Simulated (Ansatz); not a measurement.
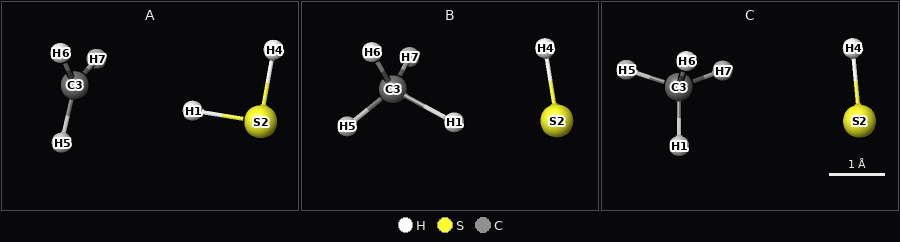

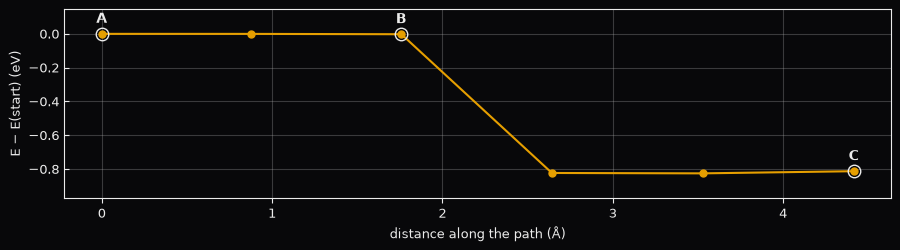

NEB run on CH₅S (multiplicity 2), made up of H₂S and CH$_{3}$. Images are numbered from 0 (start) to 5 (end). Frames A to C are images 0, 2, 5. Style: ball-and-stick. Shown at a tilt.

Theory: UKS wB97X-V/def2-SVP in Ansatz 0.2.0. Run with 4 movable images; climbing image.

Question: Describe the mechanism and the energy profile.

Answer: A hydrogen atom shifts from one atom to another. Breaking: H1–S2 (1.35 → 3.53 Å). Forming: H1–C3 (2.36 → 1.09 Å). There is no barrier: the inner images dip to −0.83 eV relative to the start, below both ends (the end lies at −0.81 eV), so the ends aren't minima along this motion. The band converged in 14 iterations. The largest component of the band force went from 4.9 to 0.022 eV/Å. The largest force component is 0.44 eV/Å at the start and 0.35 eV/Å at the end; an end with forces this large is no minimum, and the barrier measured from it can be far off.

Limits of the set-up: the start holds two separate molecules, 2.4 Å apart at their closest, whose relative position is a soft coordinate.
